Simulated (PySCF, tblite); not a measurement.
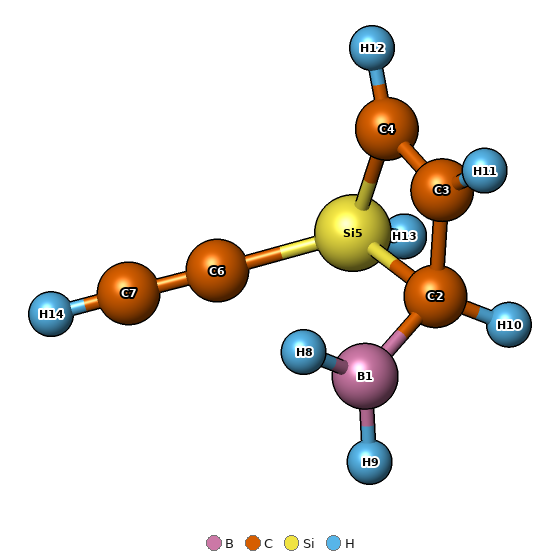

The molecule: C₅H₇BSi, SMILES B[C@@H]1C=C[Si@@H]1C#C.

GIAO shifts, PBE0/pcSseg-1 with PySCF 2.14.0, at a GFN2-xTB geometry (a minimum by its frequencies), against TMS for ¹H and TMS for ¹³C computed at the same level. Gas phase, fully decoupled, line heights follow the number of nuclei, widths are arbitrary (no quadrupolar broadening); values of one conformer, averaged over methyl-type rotors and exact or near symmetry.

How many ¹H lines appear, and where?

Answer. 6 signals.


| δ (ppm) | nuclei | atoms |
| --- | --- | --- |
| 7.97 | 1 | H11 |
| 7.21 | 2 | H8, H9 |
| 6.11 | 1 | H12 |
| 5.39 | 1 | H13 |
| 3.89 | 1 | H10 |
| 2.16 | 1 | H14 |

Predict the ¹³C spectrum.

Answer. 5 signals.


```tsv
δ (ppm)	nuclei	atoms
174.8	1	C3
137.8	1	C4
108.2	1	C7
84.8	1	C6
60.6	1	C2
```

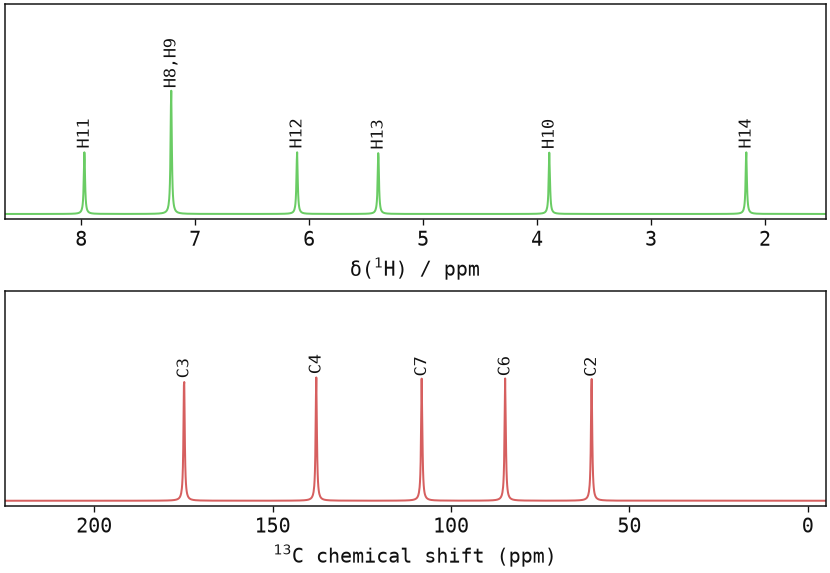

Caveats: the tight-binding geometry is rougher than a DFT one and adds to the error.
